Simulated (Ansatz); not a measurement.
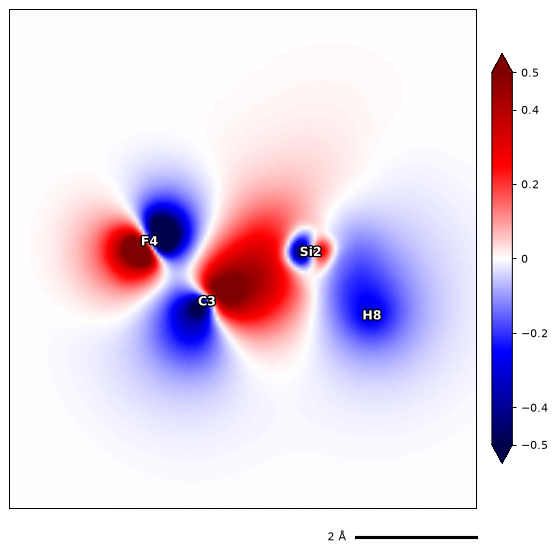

CH6BFSi (SMILES B[SiH2]CF). The HOMO−1 on the plane of atoms Si2, C3 and F4 (values in Å⁻³ᐟ²; the overall sign is arbitrary).

The calculation used Ansatz, RKS BHLYP/def2-SVP.

```yaml
atoms:
  - { symbol: B, position_ang: [-0.7383, 1.4992, -0.6682] }
  - { symbol: Si, position_ang: [0.1178, -0.3219, -0.7976] }
  - { symbol: C, position_ang: [1.6604, -0.2388, -1.9060] }
  - { symbol: F, position_ang: [1.2958, 0.3425, -3.1060] }
  - { symbol: H, position_ang: [-0.0570, 2.4851, -0.6858] }
  - { symbol: H, position_ang: [-1.9189, 1.6440, -0.5257] }
  - { symbol: H, position_ang: [-0.7955, -1.3662, -1.3229] }
  - { symbol: H, position_ang: [0.5503, -0.7335, 0.5683] }
  - { symbol: H, position_ang: [2.4452, 0.3736, -1.4484] }
  - { symbol: H, position_ang: [2.0881, -1.2252, -2.1127] }
```

> Describe this orbital and give its energy.

Its weight (Hirshfeld) is mainly on Si2 (about 25 %), C3 (about 20 %), F4 (about 15 %), H7 (about 10 %) and B1 (about 10 %). Its energy is −9.96 eV.
